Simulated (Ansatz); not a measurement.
# BZn: test of scalar relativity

Wanted for BZn: a test of scalar relativity.

All numbers are computed with Ansatz 0.2.0, driven from Python. The levels of theory stand in the script.

## 1. Starting point

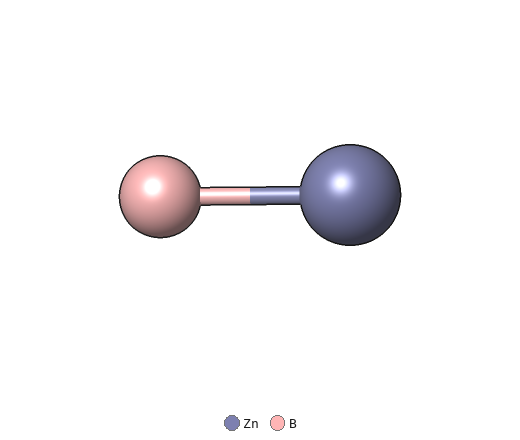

The starting structure, viewed from a chosen angle; zinc blue, boron pink.

The script holds or builds the structure itself.

## 2. The code

The input, bzn.py:

```python
"""BZn with and without the spin-free two-component Hamiltonian."""

from dataclasses import dataclass

import ansatz as az
import numpy as np


@dataclass(frozen=True)
class Settings:
    xc: str = "pbe"
    vdw: str = "d3bj"


cfg = Settings()

geometry_ang = [
    ("Zn", (0.0, 0.0, 0.0)),
    ("B", (0.0, 0.0, 2.005)),
]
geometry = az.Crystal.molecule()
for symbol, xyz in geometry_ang:
    geometry = geometry.atom(symbol, xyz)

job = geometry.calculation()
job = job.functional(cfg.xc, dispersion=cfg.vdw).spin("collinear", total=1)
job = job.forces()
# a set contracted for a scalar-relativistic Hamiltonian goes with the relativistic run
sets = {"none": "cc-pVTZ", "scalar": "cc-pVTZ-DK"}
found = {kind: job.basis(gaussian=basis).pseudopotentials(relativity=kind).run(threads=1).report for kind, basis in sets.items()}
for kind, each in found.items():
    dipole = 4.803205 * np.linalg.norm(each["charge_distribution"]["dipole_moment_e_ang"])
    print(f"{kind:7s} E = {each['free_energy_ev']:.4f} eV  dipole {dipole:.3f} D  largest force component {np.abs(each['forces_ev_ang']).max():.4f} eV/A")
print(f"relativity lowers the total energy by {found['none']['free_energy_ev'] - found['scalar']['free_energy_ev']:.3f} eV")
```

## 3. The input behind the calls

The package turns the script's settings into the engine's input (first run):

```yaml
crystal:
  periodic: [false, false, false]
  atoms:
    - { symbol: Zn, position_ang: [0.0, 0.0, 0.0] }
    - { symbol: B, position_ang: [0.0, 0.0, 2.005] }
basis:
  gaussian:
    orbitals: cc-pVTZ
hamiltonian:
  xc: pbe
  dispersion: d3bj
  pseudopotentials:
    relativity: none
magnetization:
  spin_polarized: true
  initial_magnetization: 1.0
output:
  forces: true
```

## 4. Launch

Started as:

```
python bzn.py
```

The log of the run:

```text
none    E = -49084.1165 eV  dipole 1.748 D  largest force component 1.2526 eV/A
scalar  E = -49533.7246 eV  dipole 1.704 D  largest force component 1.0683 eV/A
relativity lowers the total energy by 449.608 eV
```

It took 22 s on 1 thread of Arm Neoverse V2, shared host; peak memory 0.27 GiB.

## 5. Inputs of later runs

The engine's inputs for the other runs:

Run 2, against run 1:

```diff
@@ -8 +8 @@
-    orbitals: cc-pVTZ
+    orbitals: cc-pVTZ-DK
@@ -13 +13 @@
-    relativity: none
+    relativity: scalar
```

## 6. The runs side by side

The 2 runs, in the order started:

| run | basis | relativity | energy (eV) | <S²> | SCF cycles | CPU time (s) |
| --- | --- | --- | --- | --- | --- | --- |
| 1 | cc-pVTZ | none | -49084.1165 | 0.76 | 76 | 12 |
| 2 | cc-pVTZ-DK | scalar | -49533.7246 | 0.76 | 64 | 10 |

## 7. What came out

| quantity | value |
| --- | --- |
| relativistic lowering of the total energy | 449.608 eV |
| runs compared | 2 |

The total moves by -449.6 eV, nearly all in the cores, and the dipole from 1.75 to 1.70 D. What to keep in mind:
- The geometry is a force-field or estimated start, not a minimum of this method. The basis set changes with the Hamiltonian (a set recontracted for scalar relativity), and most of the change in the total lies in the cores.
- The run takes the species as open-shell (spin multiplicity 2), which needn't be its ground state.
- The spin state was assumed, and another may lie lower.
